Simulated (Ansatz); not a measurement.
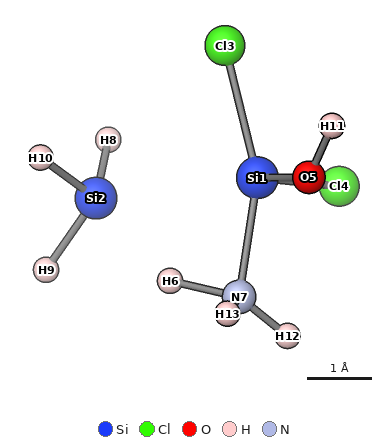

The input geometry (ball-and-stick view, seen at an oblique angle; atoms are numbered from 1 in the order of the input). Bond lengths as drawn: Cl–Si 2.04 to 2.13 Å, H–N 1.02 to 1.29 Å, H–O 0.96 Å, H–Si 1.46 to 1.48 Å, N–Si 1.90 Å and O–Si 1.64 Å.

# Si$_{2}$NH$_{7}$Cl$_{2}$O: geometry relaxation

The run: geometry relaxation of Si$_{2}$NH$_{7}$Cl$_{2}$O. Method and program: RKS PBE0-D4/def2-SVP (Ansatz 0.2.0).

The input holds or restrains some coordinates. Figures and captions count atoms from 1; the log counts them from 0 in places.

**The input**
```yaml
crystal:
  periodic: [false, false, false]
  atoms:
    - {symbol: Si, position_ang: [-0.801700, -0.504300, 0.159800]}
    - {symbol: Si, position_ang: [1.572900, 0.774400, 0.873400]}
    - {symbol: Cl, position_ang: [-1.336800, -0.144700, 2.190400]}
    - {symbol: Cl, position_ang: [-0.329900, -2.487300, 0.187800]}
    - {symbol: O, position_ang: [-2.287900, -0.251000, -0.483000]}
    - {symbol: H, position_ang: [0.952400, 0.304400, -0.820900]}
    - {symbol: N, position_ang: [-0.036600, -0.125300, -1.537000]}
    - {symbol: H, position_ang: [1.905300, -0.085300, 2.004800]}
    - {symbol: H, position_ang: [2.869000, 1.055400, 0.222000]}
    - {symbol: H, position_ang: [1.092400, 2.061500, 1.377400]}
    - {symbol: H, position_ang: [-3.083500, -0.314000, 0.046000]}
    - {symbol: H, position_ang: [0.009600, -0.905500, -2.195500]}
    - {symbol: H, position_ang: [-0.525200, 0.621700, -2.025100]}
basis:
  gaussian: {orbitals: def2-SVP}
hamiltonian: {xc: pbe0, dispersion: d4}
relax: {f_tol: 0.04, max_steps: 150, escape_saddle: false, constraints: [{distance: [0, 6]}, {distance: [1, 5]}, {distance: [0, 1]}, {distance: [5, 6]}]}
```

Run as:
```bash
ansatz run in.yaml --threads 5 --pin off --events-out ev --progress --plain --max-ram 66560MiB --backend cpu
```

**Output**
```
Functional definition: PBE0
  name "PBE0"
  cite "Adamo & Barone, J. Chem. Phys. 110, 6158 (1999) doi:10.1063/1.478522"
  cite "Perdew, Burke & Ernzerhof, Phys. Rev. Lett. 77, 3865 (1996) doi:10.1103/PhysRevLett.77.3865"
  parent pbe
  parameter a = 0.25
  parameter kappa = 0.804
  parameter beta = 0.06672455060314922
  exchange = (1 - a)*pbe_x(kappa = kappa, mu = beta*pi^2/3) + a*exact_x
  correlation = pbe_c(beta = beta)
1379 factors; integrals over basis functions are off by at most 3.5e-4 eV
mean field evaluation 1: about -44412.1000 eV, gradient 6.1e1 eV
mean field evaluation 2: about -44400.3993 eV, gradient 9.7e1 eV
mean field evaluation 4: about -44419.1852 eV, gradient 2.7e0 eV
mean field evaluation 8: about -44419.2162 eV, gradient 7.0e-2 eV
mean field evaluation 16: about -44419.2162 eV, gradient 2.5e-5 eV
mean field -44419.21618344 eV, -1632.3760863154 hartree, gradient 2.5e-5 eV, S^2 0.000000; 0 other end points of the search recorded, 0 dependent functions left out
the calculation of the forces begins
reference -44419.21621185 eV, -1632.3760873593 hartree; 42, 42 occupied and 93, 93 virtual orbitals, 1379 factors
relax step   1: F+E_penalty+E_count = -44419.58014987 eV  Δ(F+E_penalty+E_count) = +0.000e0 eV  max|allowed force component| = 7.976e-1 eV/Å  Δτ_max = 0.0000 Å  (28 SCF iters, accepted)
  distance Si 0 - N 6 held at 1.899513 Å   reaction = -3.2069e-1 eV/Å
  distance Si 1 - H 5 held at 1.864557 Å   reaction = -7.1110e-1 eV/Å
  distance Si 0 - Si 1 held at 2.789807 Å   reaction = +9.6793e-1 eV/Å
  distance H 5 - N 6 held at 1.294435 Å   reaction = +1.7127e0 eV/Å
these checks for a lower state are left out or cut short: starts, cluster_reference, orbital_swaps, neighbouring_geometries, increment
1379 factors; integrals over basis functions are off by at most 3.9e-4 eV
mean field -44419.33225191 eV, -1632.3803517530 hartree, gradient 7.5e-6 eV, S^2 0.000000; 0 other end points of the search recorded, 0 dependent functions left out
[... from here on the field's lines of each further geometry are left out, up to the last ...]
relax step   2: F+E_penalty+E_count = -44419.69566978 eV  Δ(F+E_penalty+E_count) = -1.155e-1 eV  max|allowed force component| = 5.817e-1 eV/Å  Δτ_max = 0.1643 Å  (30 SCF iters, accepted)
relax step   3: F+E_penalty+E_count = -44419.73881679 eV  Δ(F+E_penalty+E_count) = -4.315e-2 eV  max|allowed force component| = 3.066e-1 eV/Å  Δτ_max = 0.0657 Å  (26 SCF iters, accepted)
relax step   4: F+E_penalty+E_count = -44419.75067676 eV  Δ(F+E_penalty+E_count) = -1.186e-2 eV  max|allowed force component| = 2.572e-1 eV/Å  Δτ_max = 0.0306 Å  (26 SCF iters, accepted)
relax step   5: F+E_penalty+E_count = -44419.76910927 eV  Δ(F+E_penalty+E_count) = -1.843e-2 eV  max|allowed force component| = 6.578e-2 eV/Å  Δτ_max = 0.0918 Å  (26 SCF iters, accepted)
relax step   6: F+E_penalty+E_count = -44419.77339370 eV  Δ(F+E_penalty+E_count) = -4.284e-3 eV  max|allowed force component| = 6.738e-2 eV/Å  Δτ_max = 0.0475 Å  (26 SCF iters, accepted)
relax step   7: F+E_penalty+E_count = -44419.74730331 eV  Δ(F+E_penalty+E_count) = +2.609e-2 eV  max|allowed force component| = 5.232e-1 eV/Å  Δτ_max = 0.1999 Å  (28 SCF iters, rejected (line search))
relax step   8: F+E_penalty+E_count = -44419.78116364 eV  Δ(F+E_penalty+E_count) = -7.770e-3 eV  max|allowed force component| = 5.685e-2 eV/Å  Δτ_max = 0.0999 Å  (28 SCF iters, accepted)
relax step   9: F+E_penalty+E_count = -44419.78469808 eV  Δ(F+E_penalty+E_count) = -3.534e-3 eV  max|allowed force component| = 1.053e-1 eV/Å  Δτ_max = 0.0971 Å  (25 SCF iters, accepted)
relax step  10: F+E_penalty+E_count = -44419.78278229 eV  Δ(F+E_penalty+E_count) = +1.916e-3 eV  max|allowed force component| = 1.472e-1 eV/Å  Δτ_max = 0.0715 Å  (26 SCF iters, rejected (line search))
relax step  11: F+E_penalty+E_count = -44419.78672575 eV  Δ(F+E_penalty+E_count) = -2.028e-3 eV  max|allowed force component| = 6.144e-2 eV/Å  Δτ_max = 0.0348 Å  (25 SCF iters, accepted)
relax step  12: F+E_penalty+E_count = -44419.78742409 eV  Δ(F+E_penalty+E_count) = -6.983e-4 eV  max|allowed force component| = 5.372e-2 eV/Å  Δτ_max = 0.0280 Å  (25 SCF iters, accepted)
relax step  13: F+E_penalty+E_count = -44419.78812870 eV  Δ(F+E_penalty+E_count) = -7.046e-4 eV  max|allowed force component| = 5.990e-2 eV/Å  Δτ_max = 0.0303 Å  (25 SCF iters, accepted)
relax step  14: F+E_penalty+E_count = -44419.78858441 eV  Δ(F+E_penalty+E_count) = -4.557e-4 eV  max|allowed force component| = 4.165e-2 eV/Å  Δτ_max = 0.0211 Å  (26 SCF iters, accepted)
the calculation of the forces begins
reference -44419.42830750 eV, -1632.3838817309 hartree; 42, 42 occupied and 93, 93 virtual orbitals, 1379 factors
relax step  15: F+E_penalty+E_count = -44419.78882272 eV  Δ(F+E_penalty+E_count) = -2.383e-4 eV  max|allowed force component| = 2.278e-2 eV/Å  Δτ_max = 0.0145 Å  (24 SCF iters, accepted)
  distance Si 0 - N 6 held at 1.899513 Å   reaction = -3.2140e-1 eV/Å
  distance Si 1 - H 5 held at 1.864557 Å   reaction = -7.8657e-1 eV/Å
  distance Si 0 - Si 1 held at 2.789807 Å   reaction = +9.2632e-1 eV/Å
  distance H 5 - N 6 held at 1.294435 Å   reaction = +1.7852e0 eV/Å
1379 factors; integrals over basis functions are off by at most 3.7e-4 eV
mean field evaluation 96: about -44419.4283 eV, gradient 9.2e-6 eV
```

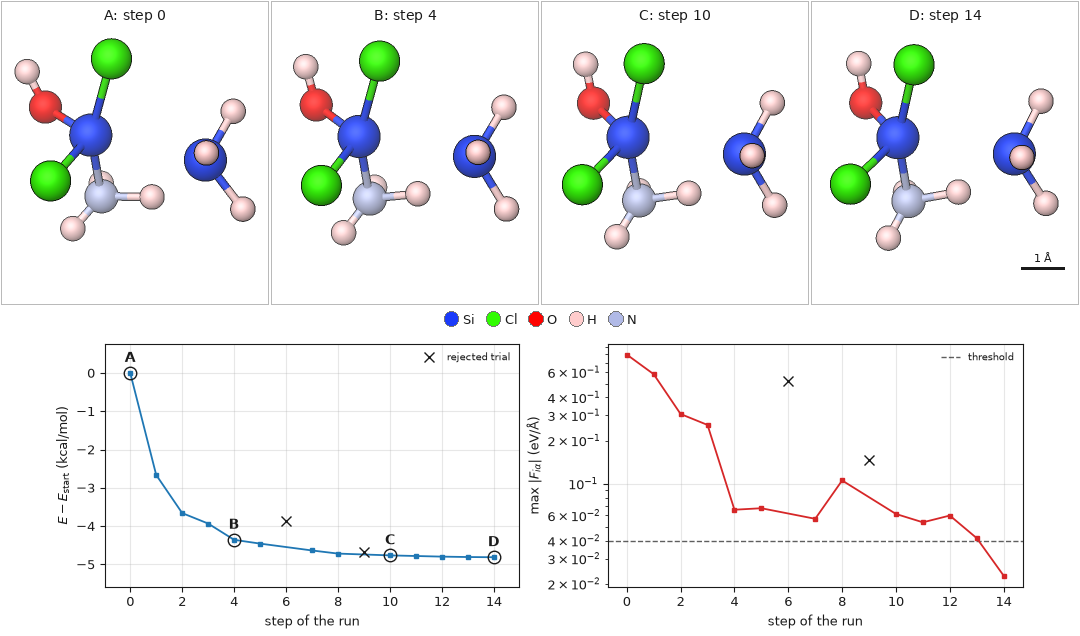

Frames of the restrained relaxation (ball-and-stick view, seen at an oblique angle) above the curves, on which the letters mark them (the first geometry is step 0 here and step 1 in the log).

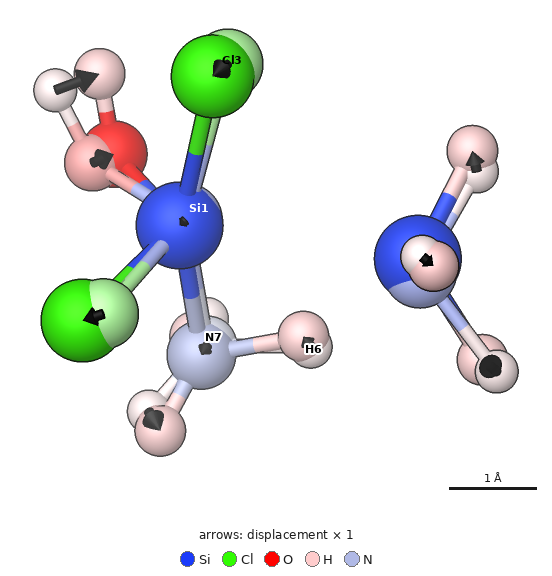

Start (faint) and end (solid) with the displacements as black arrows, at true length (ball-and-stick view, seen at an oblique angle). The two geometries are laid on each other by the best rigid fit. After 14 geometry steps the energy has fallen by 4.81 kcal/mol. The largest force component goes from 0.8 to 0.023 eV/Å. The line search rejected the trial steps at points 6, 9 (counted from 0) and went back. The largest move after the best rigid fit is that of H11, 0.56 Å. By element the largest moves are H 0.56 Å, Cl 0.31 Å, O 0.31 Å, N 0.16 Å, Si 0.15 Å. Among the contacts that change: Si1–Cl4 2.039 → 2.080 Å, Si2–H9 1.478 → 1.510 Å, Si2–H10 1.463 → 1.495 Å, Si1–O5 1.639 → 1.663 Å. Among the angles that change: Si1–O5–H11 121.8° → 112.5°, Cl4–Si1–O5 111.4° → 120.1°, Si1–N7–H6 83.1° → 76.0°. (Atoms are counted from 1 in the order of the input.)

```
mean field -44419.42827884 eV, -1632.3838806776 hartree, gradient 9.2e-6 eV, S^2 0.000000; 1 other end points of the search recorded, 0 dependent functions left out
the calculation of the forces begins
reference -44419.42830750 eV, -1632.3838817309 hartree; 42, 42 occupied and 93, 93 virtual orbitals, 1379 factors
Total energy: -44419.78885138 eV, -1632.3971314739 hartree
Atom 0 at    -0.803017    -0.586733     0.112755 Å, force     0.599847     0.423452     0.550187 eV/Å
Atom 1 at     1.449361     0.837524     0.938169 Å, force    -0.504582    -0.221092     0.428583 eV/Å
Atom 2 at    -1.304499    -0.456940     2.196438 Å, force    -0.001403     0.007767     0.015466 eV/Å
Atom 3 at    -0.458967    -2.636285     0.021713 Å, force     0.003508    -0.006814    -0.003263 eV/Å
Atom 4 at    -2.231025     0.046764    -0.458189 Å, force     0.013859     0.001285    -0.022783 eV/Å
Atom 5 at     0.838122     0.253064    -0.723566 Å, force    -1.392687    -0.970303    -1.874471 eV/Å
Atom 6 at     0.012651    -0.269010    -1.573035 Å, force     1.275563     0.780968     0.882159 eV/Å
Atom 7 at     2.063822    -0.039450     1.977200 Å, force     0.000823    -0.005235     0.003370 eV/Å
Atom 8 at     2.553605     1.254282    -0.004288 Å, force    -0.000607    -0.001251    -0.005545 eV/Å
Atom 9 at     0.910989     2.089457     1.552444 Å, force     0.001969    -0.008690    -0.004128 eV/Å
Atom 10 at    -2.887793     0.164551     0.238716 Å, force     0.005254    -0.005750     0.018163 eV/Å
Atom 11 at     0.325957    -1.073557    -2.119441 Å, force    -0.003375     0.015285     0.016050 eV/Å
Atom 12 at    -0.469207     0.416335    -2.158817 Å, force     0.001832    -0.009622    -0.003790 eV/Å
Dipole moment:    -0.010046     0.204403    -0.782087 e Å
```

**Trajectory as extended XYZ (Å, eV, eV/Å), 8 of the 15 frames kept, from step=1 to step=15**
```
13
Properties=species:S:1:pos:R:3:forces:R:3 step=1 energy=-44419.58015
Si   -0.8017   -0.5043    0.1598    0.6810   0.4122   0.5262
Si    1.5729    0.7744    0.8734   -0.6575  -0.1552   0.4417
Cl   -1.3368   -0.1447    2.1904    0.1899   0.1202  -0.0378
Cl   -0.3299   -2.4873    0.1878    0.3380  -0.6468   0.0023
O    -2.2879   -0.2510   -0.4830   -0.6361   0.3191  -0.7976
H     0.9524    0.3044   -0.8209   -1.7332  -0.9954  -1.4085
N    -0.0366   -0.1253   -1.5370    1.3603   0.5449   0.5976
H     1.9053   -0.0853    2.0048    0.1336  -0.4361   0.5349
H     2.8690    1.0554    0.2220    0.4145   0.0641  -0.4679
H     1.0924    2.0615    1.3774   -0.1750   0.6147   0.2444
H    -3.0835   -0.3140    0.0460   -0.0015  -0.0014   0.3795
H     0.0096   -0.9055   -2.1955    0.1787  -0.2572   0.0031
H    -0.5252    0.6217   -2.0251   -0.0926   0.4170  -0.0180
13
Properties=species:S:1:pos:R:3:forces:R:3 step=3 energy=-44419.73882
Si   -0.8065   -0.5218    0.1223    0.4305   0.1501   0.3132
Si    1.5253    0.7824    0.9252   -0.2197  -0.0382   0.3639
Cl   -1.2660   -0.1372    2.1716   -0.0682  -0.0498  -0.0066
Cl   -0.2602   -2.5225    0.1369    0.0141   0.0503   0.0375
O    -2.3227   -0.2303   -0.4864   -0.2365   0.1080  -0.1968
H     0.8838    0.2241   -0.7341   -1.2381  -0.6080  -1.4652
N    -0.0288   -0.1532   -1.5710    0.8848   0.4060   0.5430
H     1.9220   -0.0889    2.0730   -0.0058   0.0116  -0.0466
H     2.7798    1.0394    0.1164   -0.0748  -0.0110   0.0075
H     1.0637    2.1165    1.4282    0.0221  -0.0336  -0.0221
H    -3.0805   -0.2127    0.1120    0.3066  -0.0351   0.0997
H     0.0596   -0.9326   -2.2370    0.0575   0.0734   0.2226
H    -0.4695    0.6368   -2.0571    0.1275  -0.0237   0.1497
13
Properties=species:S:1:pos:R:3:forces:R:3 step=5 energy=-44419.76911
Si   -0.8148   -0.5311    0.1143    0.4527   0.3597   0.3522
Si    1.5027    0.7935    0.9252   -0.4207  -0.1167   0.3832
Cl   -1.3191   -0.2237    2.1734    0.0026  -0.0110  -0.0017
Cl   -0.2448   -2.5217    0.1288   -0.0161  -0.0466  -0.0201
O    -2.3251   -0.1769   -0.4893    0.0009   0.0298  -0.0460
H     0.8691    0.1958   -0.7234   -1.2760  -0.6577  -1.6204
N    -0.0278   -0.1787   -1.5783    1.1960   0.5365   0.9992
H     1.9344   -0.0826    2.0552    0.0050   0.0321  -0.0224
H     2.7178    1.0596    0.0690   -0.0129  -0.0068  -0.0104
H     1.0380    2.1241    1.4293    0.0196  -0.0225   0.0057
H    -3.0185   -0.1322    0.1797    0.0622  -0.0222   0.0430
H     0.0990   -0.9625   -2.2213    0.0053  -0.0301  -0.0420
H    -0.4108    0.6366   -2.0624   -0.0185  -0.0444  -0.0202
13
Properties=species:S:1:pos:R:3:forces:R:3 step=7 energy=-44419.74730 accepted=F
Si   -0.8225   -0.5363    0.1160    0.9124  -0.1610   0.4588
Si    1.4603    0.8349    0.9476   -0.3956  -0.1828   0.3104
Cl   -1.2723   -0.3670    2.2227   -0.1604   0.0214  -0.2994
Cl   -0.4265   -2.5962    0.0227    0.0143   0.3104   0.0891
O    -2.2979   -0.0825   -0.4982    0.0552   0.1387   0.3810
H     0.8767    0.2386   -0.7199   -1.4673  -0.9489  -1.9207
N     0.0065   -0.2169   -1.5630    1.3614   0.7157   0.6734
H     1.9789   -0.0367    2.0402    0.0068   0.0065   0.0116
H     2.6243    1.1282    0.0220   -0.0559  -0.0092   0.0311
H     1.0072    2.1569    1.4753   -0.0344  -0.0077   0.0232
H    -2.9285   -0.0286    0.2289   -0.2855   0.0601  -0.0319
H     0.2037   -1.0226   -2.1652    0.0640   0.0134   0.1507
H    -0.4099    0.5280   -2.1290   -0.0150   0.0434   0.1226
13
Properties=species:S:1:pos:R:3:forces:R:3 step=9 energy=-44419.78470
Si   -0.8141   -0.5643    0.1178    0.5865   0.3228   0.5696
Si    1.4617    0.8236    0.9410   -0.4813  -0.2062   0.4512
Cl   -1.3420   -0.4142    2.1986    0.0168   0.0235  -0.0628
Cl   -0.3934   -2.6026    0.0477   -0.0065   0.0490  -0.0095
O    -2.2726   -0.0190   -0.4759    0.0686  -0.0070   0.1044
H     0.8708    0.2296   -0.7247   -1.5289  -0.9686  -1.9552
N     0.0042   -0.2377   -1.5650    1.4221   0.7591   0.7882
H     2.0450   -0.0271    2.0218   -0.0309   0.0102  -0.0279
H     2.5913    1.1656   -0.0070   -0.0413  -0.0073   0.0124
H     0.9675    2.1204    1.4963   -0.0003  -0.0010   0.0038
H    -2.9328    0.0565    0.2252   -0.0064   0.0116  -0.0374
H     0.2472   -1.0376   -2.1585   -0.0255   0.0919   0.1053
H    -0.4328    0.5067   -2.1173    0.0270  -0.0780   0.0578
13
Properties=species:S:1:pos:R:3:forces:R:3 step=11 energy=-44419.78673
Si   -0.8079   -0.5755    0.1162    0.5681   0.4334   0.5618
Si    1.4553    0.8313    0.9420   -0.5003  -0.2354   0.4295
Cl   -1.3257   -0.4281    2.1973    0.0014  -0.0001  -0.0149
Cl   -0.4179   -2.6180    0.0343    0.0016   0.0325  -0.0069
O    -2.2577    0.0017   -0.4684    0.0590  -0.0220   0.0613
H     0.8716    0.2298   -0.7235   -1.5183  -0.9598  -1.9399
N     0.0114   -0.2463   -1.5656    1.3698   0.7378   0.8226
H     2.0428   -0.0274    2.0133   -0.0042   0.0169  -0.0204
H     2.5731    1.1887   -0.0129   -0.0146  -0.0017   0.0247
H     0.9496    2.1186    1.5095   -0.0005  -0.0099  -0.0040
H    -2.9183    0.0877    0.2307    0.0107   0.0046  -0.0250
H     0.2619   -1.0487   -2.1502   -0.0012   0.0613   0.0614
H    -0.4383    0.4863   -2.1227    0.0286  -0.0574   0.0496
13
Properties=species:S:1:pos:R:3:forces:R:3 step=13 energy=-44419.78813
Si   -0.8036   -0.5860    0.1148    0.5650   0.4755   0.5365
Si    1.4502    0.8360    0.9403   -0.5004  -0.2165   0.4231
Cl   -1.3082   -0.4511    2.1976   -0.0057  -0.0076   0.0084
Cl   -0.4492   -2.6335    0.0180   -0.0007   0.0001   0.0085
O    -2.2381    0.0353   -0.4602    0.0548  -0.0273   0.0169
H     0.8580    0.2380   -0.7235   -1.4598  -0.9683  -1.9029
N     0.0151   -0.2629   -1.5685    1.2986   0.7738   0.8463
H     2.0576   -0.0294    1.9937    0.0016   0.0050  -0.0022
H     2.5582    1.2348   -0.0078   -0.0074  -0.0054   0.0111
H     0.9177    2.1017    1.5324    0.0040  -0.0185  -0.0045
H    -2.8980    0.1421    0.2361    0.0160  -0.0049   0.0028
H     0.2958   -1.0685   -2.1322    0.0056   0.0320   0.0271
H    -0.4554    0.4436   -2.1406    0.0284  -0.0379   0.0290
13
Properties=species:S:1:pos:R:3:forces:R:3 step=15 energy=-44419.78882
Si   -0.8030   -0.5867    0.1128    0.5998   0.4235   0.5502
Si    1.4494    0.8375    0.9382   -0.5046  -0.2211   0.4286
Cl   -1.3045   -0.4569    2.1964   -0.0014   0.0078   0.0155
Cl   -0.4590   -2.6363    0.0217    0.0035  -0.0068  -0.0033
O    -2.2310    0.0468   -0.4582    0.0139   0.0013  -0.0228
H     0.8381    0.2531   -0.7236   -1.3927  -0.9703  -1.8745
N     0.0127   -0.2690   -1.5730    1.2756   0.7810   0.8822
H     2.0638   -0.0394    1.9772    0.0008  -0.0052   0.0034
H     2.5536    1.2543   -0.0043   -0.0006  -0.0013  -0.0055
H     0.9110    2.0895    1.5524    0.0020  -0.0087  -0.0041
H    -2.8878    0.1646    0.2387    0.0053  -0.0057   0.0182
H     0.3260   -1.0736   -2.1194   -0.0034   0.0153   0.0160
H    -0.4692    0.4163   -2.1588    0.0018  -0.0096  -0.0038
```

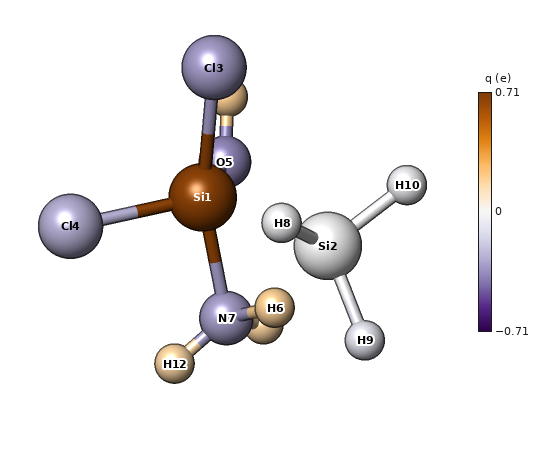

Mulliken charges, as the colour of each atom (ball-and-stick view, seen at a tilt; atoms are numbered from 1 in the order of the input; Mulliken charges depend strongly on the basis). By element: Si −0.01 to +0.67, Cl −0.32 to −0.26, O −0.37, H −0.07 to +0.20 and N −0.31 e.

**Summary**

```csv
quantity,value
outcome,converged under the restraints of the input
total energy,−44419.7889 eV
mean-field energy,−44419.4283 eV
dispersion energy,−0.3605 eV
SCF solution under orbital rotations,stable
"largest force (length of the vector) at the end, held atoms and coordinates included",2.529 eV/Å
dipole moment,3.88 D
hardware,"5 CPU threads, shared host"
wall time,69 s (CPU time 2.2 min)
peak memory,0.43 GiB
```
